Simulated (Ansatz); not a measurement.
**Breaking a bond in GeH2S (SMILES [SH][GeH])**

GeH2S: 4 atoms, total charge 0, spin state singlet. SMILES: `[SH][GeH]`. The coordinates come from a PBE0-D4/def2-TZVP relaxation.

| atom | x (Å) | y (Å) | z (Å) |
| --- | --- | --- | --- |
| S | -0.4433 | -1.2018 | 0.2717 |
| Ge | -0.8417 | 0.7379 | -0.7436 |
| H | 0.7792 | -0.9621 | 0.7712 |
| H | 0.5612 | 1.3659 | -0.3194 |

The S1–H3 distance is scanned; the parts on either side stay rigid. Basis STO-3G, 14 core orbitals frozen in the correlated methods; program Ansatz 0.2.0. FCI is exact within this basis and core. Energies in eV from each method's value at 1.342 Å; methods without a U are spin-restricted. The shape above is that at 1.342 Å.

```json
{"distance (Å)": "1.342", "SVWN5": "0.00", "CAM-B3LYP": "0.00", "B2PLYP": "0.00", "CCSD(T)": "0.00", "FCI": "0.00"}
{"distance (Å)": "1.678", "SVWN5": "0.85", "CAM-B3LYP": "1.07", "B2PLYP": "1.04", "CCSD(T)": "0.89", "FCI": "0.88"}
{"distance (Å)": "2.013", "SVWN5": "2.37", "CAM-B3LYP": "2.95", "B2PLYP": "2.81", "CCSD(T)": "2.32", "FCI": "2.30"}
{"distance (Å)": "2.684", "SVWN5": "4.59", "CAM-B3LYP": "5.88", "B2PLYP": "5.15", "CCSD(T)": "3.60", "FCI": "3.56"}
{"distance (Å)": "3.355", "SVWN5": "5.53", "CAM-B3LYP": "7.27", "B2PLYP": "5.54", "CCSD(T)": "3.68", "FCI": "3.71"}
```

Departure from the FCI curve at its largest: SVWN5 +1.82 eV at 3.35 Å; CAM-B3LYP +3.56 eV at 3.35 Å; B2PLYP +1.83 eV at 3.35 Å; CCSD(T) +0.04 eV at 2.68 Å. Restricted functionals keep the electrons paired too, and rise too high.

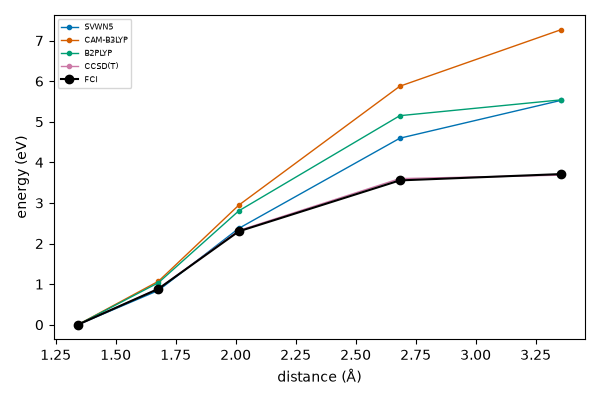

The curves of the table.
